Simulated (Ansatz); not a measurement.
**AlCl2F (SMILES [F][Al]([Cl])[Cl]) at HF/def2-SVPD**

What is the electronic atomisation energy of AlCl2F at HF/def2-SVPD? 

The results are computed with Ansatz 0.2.0.

41 further runs of the same task are left out: 41 set aside as unsound or not needed.

**1. The molecule**

The species is AlCl2F (4 atoms), meant as a singlet with charge 0. As SMILES, `[F][Al]([Cl])[Cl]`. Geometry: relaxed at PBE0-D4/def2-TZVP.

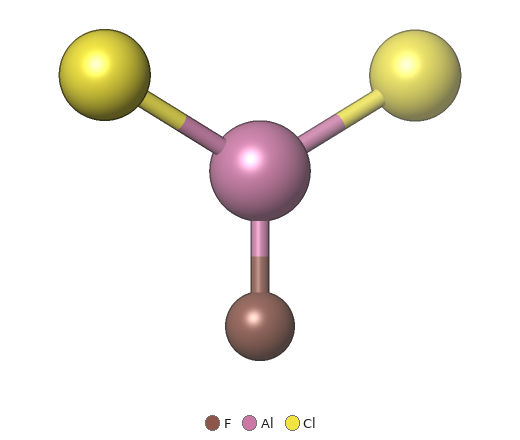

Viewed from a chosen angle; fluorine brown, aluminium pink, chlorine yellow.

**2. A single-point energy at HF/def2-SVPD**

in.yaml reads:

```yaml
crystal:
  periodic: [false, false, false]
  atoms:
    - {symbol: F, position_ang: [0.087420, 0.388220, 1.682350]}
    - {symbol: Al, position_ang: [0.004800, 0.021530, 0.093600]}
    - {symbol: Cl, position_ang: [1.223040, -1.463690, -0.663450]}
    - {symbol: Cl, position_ang: [-1.315270, 1.053930, -1.112510]}
basis:
  gaussian: {orbitals: def2-SVPD}
hamiltonian: {xc: hf}
accuracy: high
output: {orbitals: {seedname: orbitals}}
```

Launch:

```bash
ansatz run in.yaml --threads 1 --pin off --max-ram 3480MiB --events-out events.jsonl --progress --plain --runs-dir runs
```

What it wrote:

```text
Warning: RAYON_NUM_THREADS=1 ignored (pool sized by the plan → 1); use --threads N
Functional definition: HF
  name "HF"
  exchange = exact_x
  correlation = 0
1837 factors; integrals over basis functions are off by at most 3.0e-9 eV
mean field evaluation 1: about -34288.6254 eV, gradient 3.1e1 eV
mean field evaluation 2: about -34288.6788 eV, gradient 3.2e1 eV
mean field evaluation 4: about -34290.6832 eV, gradient 1.8e0 eV
mean field evaluation 8: about -34290.7040 eV, gradient 1.3e-4 eV
mean field -34290.70401268 eV, -1260.1601293919 hartree, gradient 1.8e-8 eV, S^2 0.000000; 0 other end points of the search recorded, 0 dependent functions left out
reference -34290.70401268 eV, -1260.1601293919 hartree; 28, 28 occupied and 73, 73 virtual orbitals, 1837 factors
Total energy: -34290.70401268 eV, -1260.1601293919 hartree
```

Wall time 2.4 s (1 thread of Intel Xeon Platinum 8375C at 2.90GHz (Ice Lake), shared host); peak memory 0.29 GiB.

**3. The Al atom at the same level**

in.yaml reads:

```yaml
crystal:
  periodic: [false, false, false]
  atoms:
    - {symbol: Al, position_ang: [0.000000, 0.000000, 0.000000]}
basis:
  gaussian:
    orbitals: def2-SVPD
magnetization:
  spin_polarized: true
  initial_magnetization: 1
hamiltonian:
  xc: hf
accuracy: high
```

Run the same way, it converges to -241.79074 Eh (log not shown).

**4. The Cl atom**

input.yaml reads:

```yaml
crystal:
  periodic: [false, false, false]
  atoms:
    - {symbol: Cl, position_ang: [0.000000, 0.000000, 0.000000]}
basis:
  gaussian: {orbitals: def2-SVPD}
total_charge: 0
magnetization: {spin_polarized: true, initial_magnetization: 1}
hamiltonian: {xc: hf}
accuracy: high
```

Launch:

```bash
ansatz run input.yaml --threads 1 --pin off --max-ram 3480MiB --events-out events.jsonl --progress --plain --runs-dir runs
```

What it wrote:

```text
Warning: RAYON_NUM_THREADS=1 ignored (pool sized by the plan → 1); use --threads N
[... 4 set-up lines as earlier in the session ...]
222 factors; integrals over basis functions are off by at most 2.5e-9 eV
mean field evaluation 1: about -12498.7464 eV, gradient 4.5e0 eV
mean field evaluation 2: about -12498.7489 eV, gradient 4.5e0 eV
mean field evaluation 4: about -12498.9008 eV, gradient 3.7e-1 eV
mean field evaluation 8: about -12498.9026 eV, gradient 3.7e-3 eV
mean field evaluation 16: about -12498.9026 eV, gradient 8.6e-9 eV
mean field evaluation 32: about -12498.9026 eV, gradient 3.5e-2 eV
mean field -12498.90257952 eV, -459.3261977370 hartree, gradient 8.6e-9 eV, S^2 0.756991; 0 other end points of the search recorded, 0 dependent functions left out
reference -12498.90257952 eV, -459.3261977370 hartree; 9, 8 occupied and 18, 19 virtual orbitals, 222 factors
Total energy: -12498.90257952 eV, -459.3261977370 hartree
```

Run time: 0.14 s. Hardware: 1 thread of Intel Xeon Platinum 8375C at 2.90GHz (Ice Lake), shared host.

**5. The F atom**

input.yaml reads:

```yaml
crystal:
  periodic: [false, false, false]
  atoms:
    - symbol: F
      position_ang: [0.000000, 0.000000, 0.000000]
basis:
  gaussian:
    orbitals: def2-SVPD
magnetization:
  spin_polarized: true
  initial_magnetization: 1
hamiltonian:
  xc: hf
accuracy: high
```

Run the same way, it converges to -99.28960 Eh (log not shown).

**6. Summary of results**

At HF/def2-SVPD:

```
                     quantity           value
       molecule: total energy  -1260.16013 Eh
        molecule: HOMO energy       -13.08 eV
        molecule: LUMO energy         0.76 eV
      molecule: HOMO–LUMO gap        13.84 eV
        Al atom: total energy   -241.79074 Eh
                Al atom: ⟨S²⟩           0.767
        Cl atom: total energy   -459.32620 Eh
                Cl atom: ⟨S²⟩           0.757
         F atom: total energy    -99.28960 Eh
                 F atom: ⟨S²⟩           0.754
electronic atomisation energy       11.630 eV
```

Taking the molecule apart into free atoms costs 11.63 eV (1122 kJ/mol), before zero-point energy and without spin-orbit coupling. Hartree–Fock lacks the correlation of the bonding pairs, which as a rule makes this value much too low; in minimal bases other errors can mask that.
